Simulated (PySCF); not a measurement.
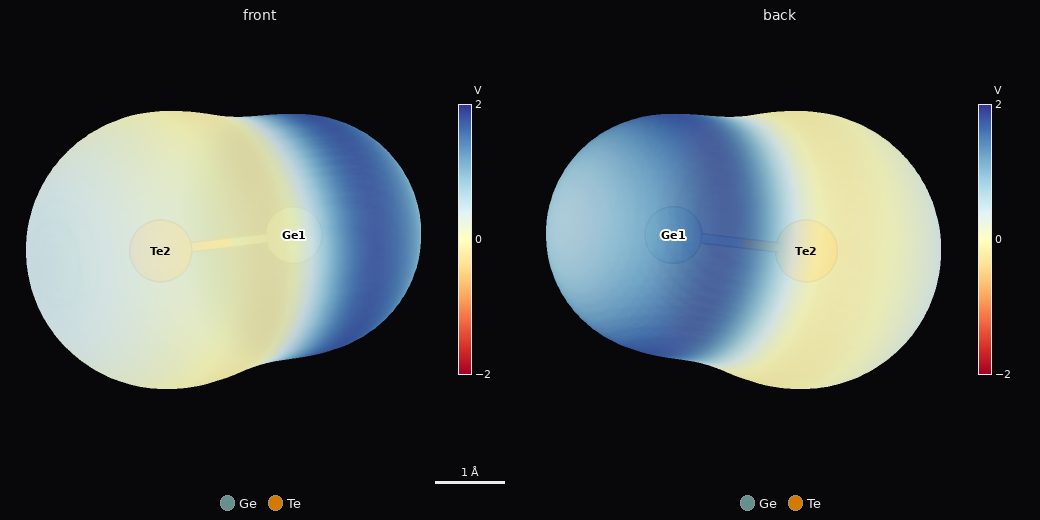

Figure 1: GeTe. The electrostatic potential painted on the density surface at 0.004 e/bohr³, seen from the front and from behind; the colour scale runs from red (negative) to blue (positive).

Core potentials replace the inner electrons of Te.

Theory: PBE0/cc-pVDZ(-PP), non-relativistic Hamiltonian with scalar-relativistic core potentials where named, at a bond length of 2.355 Å in PySCF 2.14.0.

```yaml
atoms:
  - { symbol: Ge, position_ang: [0.0000, 0.0000, -1.5009] }
  - { symbol: Te, position_ang: [0.0000, 0.0000, 0.8541] }
```

**Where is the surface potential most negative and most positive?**

The most negative region (about −0.1 V) lies over Te2, the most positive (about +1.8 V) over Ge1.
